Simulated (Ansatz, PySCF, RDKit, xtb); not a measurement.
# BSiH3ClF: a search for the lowest isomer

Task: start from the formula BSiH3ClF, draw up candidate structures, narrow them down in stages, and characterise the one that lies lowest at 298.15 K.

The funnel: GFN2-xTB relaxations, single points with a density functional, relaxations at PBE0-D3(BJ)/def2-SVP, harmonic vibrations, and a last energy at a higher level. All values are calculated.

7 further runs of the same task are left out: 7 set aside as unsound or not needed.

## 1. Candidates

A program enumerates the bonding patterns with one Lewis structure each (two rings at most, one unusual centre or charged pair), with their diastereomers. O–O, O–halogen and N–halogen bonds and N–N–N chains are not drawn. That gives 8 candidates.

```
label              SMILES     spin
 c061        B[Si@H](F)Cl  singlet
 c131     F[SiH+][BH2-]Cl  singlet
 c374     F[BH2-][SiH+]Cl  singlet
 c497    [BH3-][Si+](F)Cl  singlet
 c620        FB([SiH3])Cl  singlet
 c636          F[SiH2]BCl  singlet
 c803  F[B@H-]([SiH2+])Cl  singlet
 c975          FB[SiH2]Cl  singlet
```

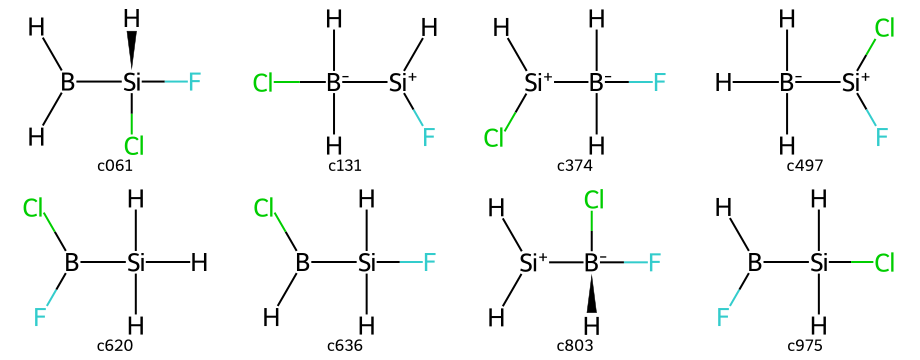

Structural formulas of the candidates.

Candidates are built by distance geometry, with a force field where one applies, in up to four conformers (letters a to d). 6 starts with atoms placed at random are added, to find patterns that the rules miss.

## 2. Cheap relaxation of all starts

All 15 starts are relaxed the same way. One of them, c497a (enumerated, embedded by distance geometry and UFF), in full:

Contents of start.xyz:

```xyz
7
c497a
B     -0.593920     1.486465     0.528581
Cl    -3.514729     0.718742     2.286657
F     -0.682552     1.542584     3.649963
Si    -1.545288     1.269758     2.242668
H      0.246120     0.713898     0.452986
H     -0.224928     2.562360     0.396551
H     -1.430466     1.244843    -0.399549
```

Launch:

```sh
xtb start.xyz --gfn 2 --opt
```

Output (excerpt; [...] marks lines left out):

```text
* xtb version 6.7.1
[...]
          :  # basis functions                  31          :
[...]
          :  # electrons                        24          :
[...]
          :  Hamiltonian                  GFN2-xTB          :
[...]
          :  net charge                          0          :
          :  unpaired electrons                  0          :
[...]
   *** convergence criteria satisfied after 18 iterations ***
[...]
   *** GEOMETRY OPTIMIZATION CONVERGED AFTER 9 ITERATIONS ***
[...]
   *** convergence criteria satisfied after 3 iterations ***
[...]
         ::                     SUMMARY                     ::
         :::::::::::::::::::::::::::::::::::::::::::::::::::::
         :: total energy             -13.858459712551 Eh    ::
         :: gradient norm              0.000957695450 Eh/a0 ::
         :: HOMO-LUMO gap              2.736931007211 eV    ::
         ::.................................................::
         :: SCC energy               -13.915873878822 Eh    ::
         :: -> isotropic ES            0.057187411622 Eh    ::
         :: -> anisotropic ES          0.006783766263 Eh    ::
         :: -> anisotropic XC         -0.006879999898 Eh    ::
         :: -> dispersion             -0.004180502780 Eh    ::
         :: repulsion energy           0.057414166271 Eh    ::
         :: add. restraining           0.000000000000 Eh    ::
         :: total charge              -0.000000000000 e     ::
         :::::::::::::::::::::::::::::::::::::::::::::::::::::
[...]
        12        2.0000           -0.3848669             -10.4728 (HOMO)
        13                         -0.2842865              -7.7358 (LUMO)
[...]
          | TOTAL ENERGY              -13.858459712551 Eh   |
          | GRADIENT NORM               0.000957695450 Eh/α |
          | HOMO-LUMO GAP               2.736931007211 eV   |
           -------------------------------------------------
[...]
```

Run time: 0.32 s. Hardware: 1 thread of AMD EPYC (Zen 3), shared host.

## 3. Distinct minima at GFN2-xTB

15 of the 15 relaxations converged; 3 ended on a minimum already found. 12 distinct structures remain:

```
label             start           SMILES after     spin  energy (kcal/mol)           note
 c562  random and drawn  [F][SiH]1[BH2][Cl]1 ‡  singlet                0.0               
c497a             drawn   [BH3][Si]([F])[Cl] ‡  singlet                0.6               
c061a             drawn           B[Si@H](F)Cl  singlet                0.9               
c636a             drawn             F[SiH2]BCl  singlet                3.3               
c803a             drawn             FB[SiH2]Cl  singlet                5.6  bonds changed
c975a             drawn             FB[SiH2]Cl  singlet                6.3               
c374a             drawn    [F][BH2][SiH][Cl] ‡  singlet               14.8               
c620a             drawn           FB([SiH3])Cl  singlet               14.8               
 c850            random    [F][BH2][Cl][SiH] ‡  singlet               28.4               
 c355            random    [F][Si][BH2][ClH] ‡  singlet               65.6               
 c021            random   [ClH].[F][BH2][Si] ‡  singlet               71.0  loosely bound
 c104            random           F.[SiH2]=BCl  singlet              101.5     fell apart
```

‡ marks the bonded skeleton alone, with all bonds drawn single: no Lewis structure was assigned that passes a check against the bond lengths.

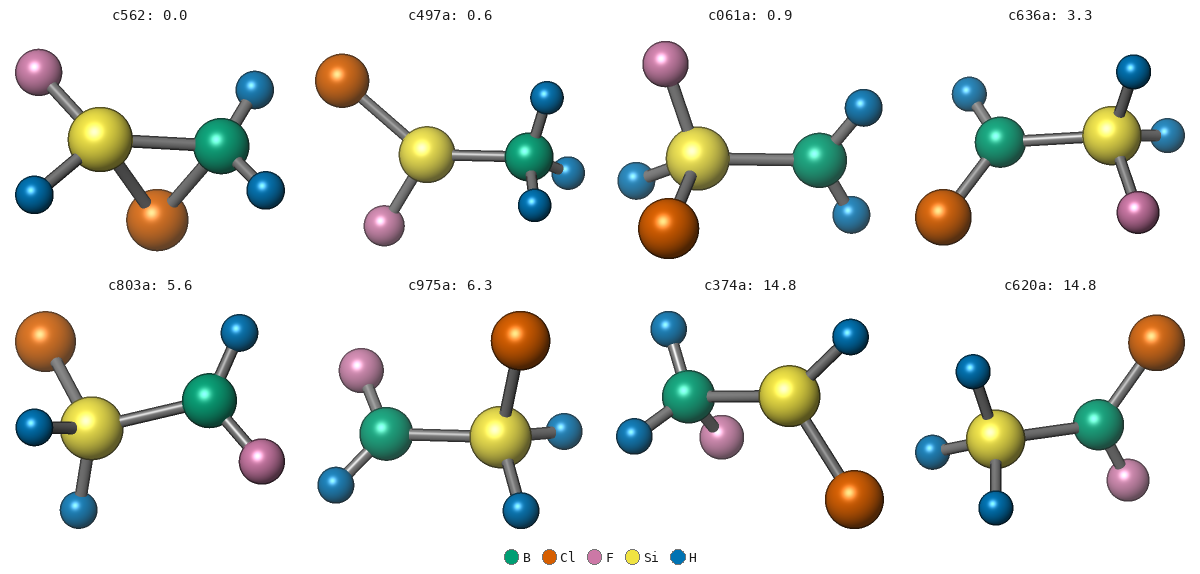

The 8 lowest minima that did not fall apart, with their GFN2-xTB energies in kcal/mol.

## 4. Screening with a density functional

A choice of the minima (the low ones first, few conformers of a pattern, up to a cap) and the lowest that fell apart get a single point at r2SCAN-D4/def2-SVP on the tight-binding geometry, and one at HF/STO-3G for comparison. The lowest singlets are also tried as triplets at the same geometry (label ending in t). The first, c562:

Contents of input.yaml:

```yaml
crystal:
  periodic: [false, false, false]
  atoms:
    - {symbol: B, position_ang: [0.359701, -0.385725, 0.892859]}
    - {symbol: Cl, position_ang: [-0.639372, -1.293597, -0.572106]}
    - {symbol: F, position_ang: [1.451726, 0.563335, -1.841647]}
    - {symbol: Si, position_ang: [0.345160, 0.730623, -0.669154]}
    - {symbol: H, position_ang: [1.323923, -1.012490, 1.143006]}
    - {symbol: H, position_ang: [-0.387058, -0.173935, 1.775509]}
    - {symbol: H, position_ang: [-0.621370, 1.543199, -1.390666]}
basis:
  gaussian: {orbitals: def2-SVP}
magnetization: {spin_polarized: false, initial_magnetization: 0}
scf: {lower_state_search: "off"}
hamiltonian: {xc: r2scan, dispersion: d4}
```

Launch:

```sh
ansatz run input.yaml --threads 1 --pin off --max-ram 2610MiB --events-out events.jsonl --progress --plain --runs-dir runs
```

Output (excerpt; [...] marks lines left out):

```text
Warning: RAYON_NUM_THREADS=1 ignored (pool sized by the plan → 1); use --threads N
Functional definition: r2SCAN
  name "r2SCAN"
[...]
867 factors; their error is unknown
[...]
mean field -23831.41433110 eV, -875.7883231550 hartree, gradient 3.6e-6 eV, S^2 0.000000; 0 other end points of the search recorded, 0 dependent functions left out
reference -23831.41433944 eV, -875.7883234617 hartree; 24, 24 occupied and 55, 55 virtual orbitals, 867 factors
Total energy: -23831.44833119 eV, -875.7895726356 hartree
Checks for a lower state left out: stability, starts, cluster_reference, orbital_swaps, neighbouring_geometries, increment
```

Run time: 4.5 s. Hardware: 1 thread of AMD EPYC (Zen 3), shared host.

Relative energies in kcal/mol, each column from its lowest structure that stays in one piece:

```
 label                 SMILES     spin  GFN2-xTB  HF/STO-3G  r2SCAN-D4/def2-SVP
 c620a           FB([SiH3])Cl  singlet      14.8        0.5                 0.0
 c803a             FB[SiH2]Cl  singlet       5.6        0.0                 9.1
 c975a             FB[SiH2]Cl  singlet       6.3        0.1                 9.8
 c636a             F[SiH2]BCl  singlet       3.3       40.8                15.1
 c061a           B[Si@H](F)Cl  singlet       0.9       34.0                16.3
 c497a   [BH3][Si]([F])[Cl] ‡  singlet       0.6       49.7                17.7
  c562  [F][SiH]1[BH2][Cl]1 ‡  singlet       0.0       44.2                19.8
 c374a    [F][BH2][SiH][Cl] ‡  singlet      14.8       61.1                43.2
  c850    [F][BH2][Cl][SiH] ‡  singlet      28.4       55.4                55.5
c803at             FB[SiH2]Cl  triplet         –          –                92.1
  c104           F.[SiH2]=BCl  singlet     101.5      176.4               103.3
c620at           FB([SiH3])Cl  triplet         –          –               106.1
```

‡ marks the bonded skeleton alone, with all bonds drawn single: no Lewis structure was assigned that passes a check against the bond lengths.

## 5. Third filter: density-functional geometries

6 candidates are relaxed at PBE0-D3(BJ)/def2-SVP (chosen among the lowest in one piece). The first, c620a:

Contents of input.yaml:

```yaml
crystal:
  periodic: [false, false, false]
  atoms:
    - symbol: B
      position_ang: [-1.729091, 1.736294, 2.181584]
    - symbol: Cl
      position_ang: [-2.173476, 0.759408, 3.527745]
    - symbol: F
      position_ang: [-2.184418, 2.980725, 2.237867]
    - symbol: Si
      position_ang: [-0.622653, 1.121449, 0.645311]
    - symbol: H
      position_ang: [-0.216964, -0.281170, 0.766352]
    - symbol: H
      position_ang: [0.601194, 1.917718, 0.506067]
    - symbol: H
      position_ang: [-1.344889, 1.255384, -0.624822]
basis:
  gaussian: {orbitals: def2-SVP}
hamiltonian: {xc: {name: PBE0}, dispersion: d3bj}
scf: {lower_state_search: off}
relax: {f_tol: 0.003}
```

Launch:

```sh
ansatz run input.yaml --threads 1 --pin off --max-ram 2610MiB --events-out events.jsonl --progress --plain --runs-dir runs
```

Output (excerpt; [...] marks lines left out):

```text
Warning: RAYON_NUM_THREADS=1 ignored (pool sized by the plan → 1); use --threads N
[...]
Functional definition: PBE0
  name "PBE0"
[...]
813 factors; integrals over basis functions are off by at most 5.7e-4 eV
[...]
mean field -23824.39210781 eV, -875.5302612090 hartree, gradient 1.3e-6 eV, S^2 0.000000; 0 other end points of the search recorded, 0 dependent functions left out
[...]
Atom 3 at    -0.608370     1.110159     0.625269 Å, force    -0.000801     0.002945    -0.000271 eV/Å
Atom 4 at    -0.220499    -0.320849     0.793273 Å, force    -0.001232     0.000728     0.001696 eV/Å
Atom 5 at     0.626455     1.949368     0.524862 Å, force    -0.000018    -0.000287    -0.000585 eV/Å
Atom 6 at    -1.382217     1.267774    -0.645700 Å, force     0.000638     0.000043    -0.000246 eV/Å
Dipole moment:     0.062686    -0.049210    -0.078942 e Å
Checks for a lower state left out: stability, starts, cluster_reference, orbital_swaps, neighbouring_geometries, increment
```

It took 40 s on 1 thread of AMD EPYC (Zen 3), shared host.

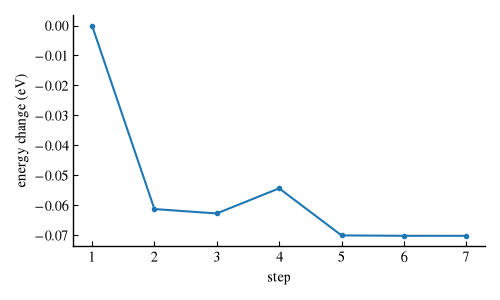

Energy along the run, all evaluated steps.

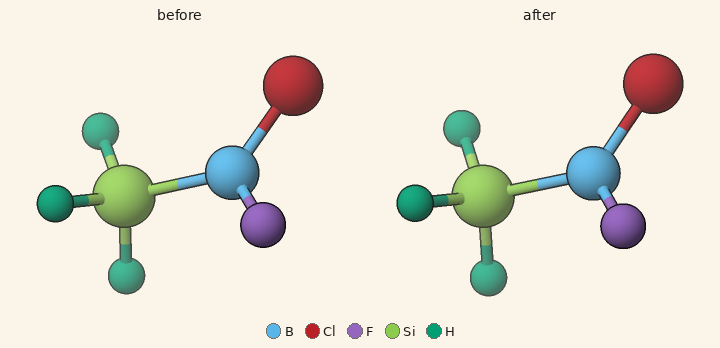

Before and after, at one scale.

After the run. Bond lengths: B1–Cl2 1.755 Å, B1–F3 1.318 Å, B1–Si4 2.032 Å, Si4–H5 1.492 Å, Si4–H6 1.496 Å, Si4–H7 1.496 Å. Angles: Cl2–B1–F3 116.8°, Cl2–B1–Si4 122.5°, F3–B1–Si4 120.6°, B1–Si4–H5 111.4°, B1–Si4–H6 109.3°, B1–Si4–H7 109.3°, H5–Si4–H6 109.3°, H5–Si4–H7 109.3°, H6–Si4–H7 108.1°.

## 6. Ranking at PBE0-D3(BJ)/def2-SVP

```
label     spin  r2SCAN-D4/def2-SVP (kcal/mol)  PBE0-D3(BJ)/def2-SVP, relaxed (kcal/mol)     time
c620a  singlet                            0.0                                       0.0     40 s
c975a  singlet                            9.8                                       7.3     86 s
c803a  singlet                            9.1                                       7.5  2.3 min
c636a  singlet                           15.1                                      13.3     53 s
c497a  singlet                           17.7                                      14.0  2.1 min
c061a  singlet                           16.3                                      14.5     81 s
```

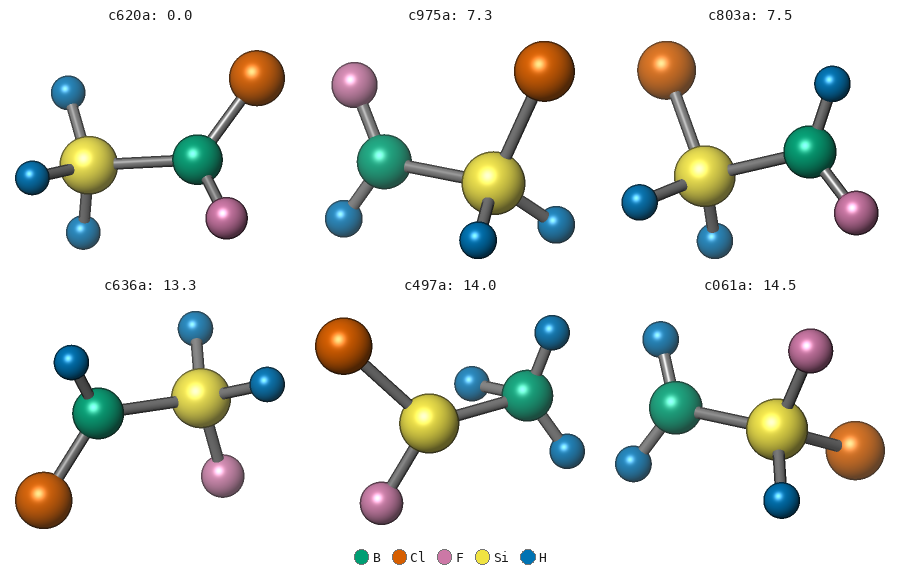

The relaxed structures, with energies at PBE0-D3(BJ)/def2-SVP in kcal/mol.

## 7. Are they minima? Harmonic frequencies

The lowest few in one piece go on as finalists (c636a, c497a, c061a drop out). Harmonic vibrations at PBE0-D3(BJ)/def2-SVP test each finalist and give the zero-point energy and the thermal terms. The first, c620a:

Contents of input.yaml:

```yaml
crystal:
  periodic: [false, false, false]
  atoms:
    - {symbol: B, position_ang: [-1.737021, 1.759669, 2.185117]}
    - {symbol: Cl, position_ang: [-2.164531, 0.724379, 3.536823]}
    - {symbol: F, position_ang: [-2.184115, 2.999307, 2.220461]}
    - {symbol: Si, position_ang: [-0.608370, 1.110159, 0.625269]}
    - {symbol: H, position_ang: [-0.220499, -0.320849, 0.793273]}
    - {symbol: H, position_ang: [0.626455, 1.949368, 0.524862]}
    - {symbol: H, position_ang: [-1.382217, 1.267774, -0.645700]}
basis:
  gaussian:
    orbitals: def2-SVP
hamiltonian:
  xc: pbe0
  dispersion: d3bj
scf:
  lower_state_search: "off"
phonons: {}
```

Launch:

```sh
ansatz run input.yaml --threads 1 --pin off --max-ram 2610MiB --events-out events.jsonl --progress --plain --runs-dir runs
```

Output (excerpt; [...] marks lines left out):

```text
Warning: RAYON_NUM_THREADS=1 ignored (pool sized by the plan → 1); use --threads N
[... 2 set-up lines as earlier in the session ...]
[...]
818 factors; integrals over basis functions are off by at most 2.2e-4 eV
[...]
mean field -23824.46279877 eV, -875.5328590537 hartree, gradient 1.2e-6 eV, S^2 0.000000; 0 other end points of the search recorded, 0 dependent functions left out
[...]
reference -23824.46282190 eV, -875.5328599039 hartree; 24, 24 occupied and 55, 55 virtual orbitals, 818 factors
[...]
WARN: phonons: modes at or below zero, which the zero-point energy, F, S and C_V leave out: 1, the lowest at -42.80 cm⁻¹. A minimum has none, and a first-order saddle one
[...]
Atom 4 at    -0.220499    -0.320849     0.793273 Å, force    -0.001234     0.000736     0.001694 eV/Å
Atom 5 at     0.626455     1.949368     0.524862 Å, force    -0.000016    -0.000287    -0.000588 eV/Å
Atom 6 at    -1.382217     1.267774    -0.645700 Å, force     0.000640     0.000041    -0.000251 eV/Å
Dipole moment:     0.062686    -0.049211    -0.078942 e Å
Vibrations: -42.80 166.63 321.29 330.37 479.42 574.54 618.09 866.39 922.93 935.70 975.73 1324.90 2223.77 2228.30 2251.05 cm⁻¹, zero-point energy 0.881472 eV
Checks for a lower state left out: stability, starts, cluster_reference, orbital_swaps, neighbouring_geometries, increment
```

Run time: 2.8 min. Hardware: 1 thread of AMD EPYC (Zen 3), shared host.

## 8. c620a is a saddle point: moving off it

The lowest mode of c620a is imaginary, 43i cm⁻¹. The structure is pushed 0.25 Å along it and relaxed again.

Contents of input.yaml:

```yaml
basis:
  gaussian: {orbitals: def2-SVP}
crystal:
  periodic: [false, false, false]
  atoms:
    - {symbol: B, position_ang: [-1.740138, 1.745601, 2.175881]}
    - {symbol: Cl, position_ang: [-2.153049, 0.730126, 3.541201]}
    - {symbol: F, position_ang: [-2.195772, 2.994853, 2.213715]}
    - {symbol: Si, position_ang: [-0.597467, 1.110941, 0.620842]}
    - {symbol: H, position_ang: [-0.406920, -0.388729, 0.684322]}
    - {symbol: H, position_ang: [0.737720, 1.802917, 0.687770]}
    - {symbol: H, position_ang: [-1.266945, 1.493122, -0.690519]}
total_charge: 0
hamiltonian: {xc: pbe0, dispersion: d3bj}
scf: {lower_state_search: off}
relax: {f_tol: 0.003}
```

Launch:

```sh
ansatz run input.yaml --threads 1 --pin off --max-ram 2610MiB --events-out events.jsonl --progress --plain --runs-dir runs
```

Output (excerpt; [...] marks lines left out):

```text
Warning: RAYON_NUM_THREADS=1 ignored (pool sized by the plan → 1); use --threads N
[...]
[... 2 set-up lines as earlier in the session ...]
[...]
819 factors; integrals over basis functions are off by at most 2.4e-4 eV
[...]
mean field -23824.44884417 eV, -875.5323462318 hartree, gradient 1.3e-6 eV, S^2 0.000000; 0 other end points of the search recorded, 0 dependent functions left out
[...]
Atom 3 at    -0.612129     1.133006     0.610602 Å, force     0.000068    -0.000194    -0.000573 eV/Å
Atom 4 at    -0.763185    -0.345654     0.446391 Å, force    -0.000108    -0.000149    -0.000057 eV/Å
Atom 5 at     0.814479     1.422324     0.953069 Å, force     0.000274     0.000117     0.000147 eV/Å
Atom 6 at    -0.959343     1.811118    -0.674202 Å, force     0.000014    -0.000125     0.000080 eV/Å
Dipole moment:     0.065889    -0.035673    -0.080913 e Å
Checks for a lower state left out: stability, starts, cluster_reference, orbital_swaps, neighbouring_geometries, increment
```

It took 2.9 min on 1 thread of AMD EPYC (Zen 3), shared host.

The energy changes by -0.23 kcal/mol.

## 9. Zero-point energy and free-energy terms

At 298.15 K and 1 atm, ideal gas, rigid rotor and harmonic oscillator:

```
label        SMILES     spin  point group  lowest mode (cm⁻¹)  zero-point (kcal/mol)  G − E (kcal/mol)
c620a  FB([SiH3])Cl  singlet           Cs                  50                   20.4               1.3
c975a    FB[SiH2]Cl  singlet           Cs                  77                   21.2               2.2
c803a    FB[SiH2]Cl  singlet           C1                  13                   21.1               0.8
```

Chiral structures get −RT ln 2 for their mirror image.

## 10. Energies at the top level

Single points at CCSD(T)/def2-TZVP on the refined geometries decide the order.

c620a, CCSD(T)/def2-TZVP:

Contents of input.yaml:

```yaml
crystal:
  periodic: [false, false, false]
  atoms:
    - symbol: B
      position_ang: [-1.793155, 1.747713, 2.143310]
    - symbol: Cl
      position_ang: [-1.560028, 1.078500, 3.752183]
    - symbol: F
      position_ang: [-2.749210, 2.641825, 2.001859]
    - symbol: Si
      position_ang: [-0.612129, 1.133006, 0.610602]
    - symbol: H
      position_ang: [-0.763185, -0.345654, 0.446391]
    - symbol: H
      position_ang: [0.814479, 1.422324, 0.953069]
    - symbol: H
      position_ang: [-0.959343, 1.811118, -0.674202]
basis:
  gaussian: {orbitals: def2-TZVP}
correlation: {method: ccsd_t, frozen_orbitals: {F: 1, B: 1, Si: 5, Cl: 5, H: 0}}
```

Launch:

```sh
ansatz run input.yaml --threads 1 --pin off --max-ram 2610MiB --events-out events.jsonl --progress --plain --runs-dir runs
```

Output (excerpt; [...] marks lines left out):

```text
Warning: RAYON_NUM_THREADS=1 ignored (pool sized by the plan → 1); use --threads N
Functional definition: HF
  name "HF"
[...]
992 factors; integrals over basis functions are off by at most 1.3e-3 eV
[...]
mean field -23795.45019795 eV, -874.4666656390 hartree, gradient 5.6e-6 eV, S^2 0.000000; 0 other end points of the search recorded, 0 dependent functions left out
12 core orbitals not correlated: weight in the atoms' cores, before any rotation towards them, 1.000 or more for the frozen orbitals, at most 0.000 for the correlated occupied ones
reference -23795.45019795 eV, -874.4666656390 hartree; 12, 12 occupied and 130, 130 virtual orbitals, 992 factors
second order -17.53153791 eV of doubles, -0.00000000 eV of singles
cycle   1  -18.22154300 eV  change   -6.9e-1 eV  update   9.8e-2
[...]
cycle   9  -18.77394969 eV  change   -2.8e-5 eV  update   1.9e-5
perturbative correction -0.68233773 eV, -0.0250754491 hartree
Total energy: -23814.90648536 eV, -875.1816710137 hartree
```

Wall time 83 s (1 thread of AMD EPYC (Zen 3), shared host); peak memory 1 GiB.

## 11. c975a at CCSD(T)/def2-TZVP

Contents of input.yaml:

```yaml
crystal:
  periodic: [false, false, false]
  atoms:
    - {symbol: B, position_ang: [0.028005, 1.098861, 0.865011]}
    - {symbol: Cl, position_ang: [-2.803774, 0.035664, 2.383428]}
    - {symbol: F, position_ang: [0.435692, -0.149470, 0.955514]}
    - {symbol: Si, position_ang: [-1.796755, 1.657970, 1.567817]}
    - {symbol: H, position_ang: [0.787394, 1.892896, 0.346477]}
    - {symbol: H, position_ang: [-1.647562, 2.708268, 2.620858]}
    - {symbol: H, position_ang: [-2.625208, 2.230318, 0.463085]}
basis:
  gaussian: {orbitals: def2-TZVP}
correlation: {method: ccsd_t, frozen_orbitals: {F: 1, B: 1, Si: 5, Cl: 5, H: 0}}
```

Launch:

```sh
ansatz run input.yaml --threads 1 --pin off --max-ram 2610MiB --events-out events.jsonl --progress --plain --runs-dir runs
```

Output (excerpt; [...] marks lines left out):

```text
Warning: RAYON_NUM_THREADS=1 ignored (pool sized by the plan → 1); use --threads N
[... 2 set-up lines as earlier in the session ...]
[...]
990 factors; integrals over basis functions are off by at most 1.2e-3 eV
[...]
mean field -23795.40766593 eV, -874.4651026161 hartree, gradient 6.6e-6 eV, S^2 0.000000; 0 other end points of the search recorded, 0 dependent functions left out
12 core orbitals not correlated: weight in the atoms' cores, before any rotation towards them, 1.000 or more for the frozen orbitals, at most 0.000 for the correlated occupied ones
reference -23795.40766593 eV, -874.4651026161 hartree; 12, 12 occupied and 130, 130 virtual orbitals, 990 factors
second order -17.40555622 eV of doubles, -0.00000000 eV of singles
cycle   1  -18.13271829 eV  change   -7.3e-1 eV  update   9.4e-2
[...]
cycle  10  -18.66448957 eV  change    1.6e-7 eV  update   7.1e-6
perturbative correction -0.65164709 eV, -0.0239475889 hartree
Total energy: -23814.72380258 eV, -875.1749575454 hartree
```

It took 89 s on 1 thread of AMD EPYC (Zen 3), shared host; peak memory 1 GiB.

(Part 1 of 2 ends here.)
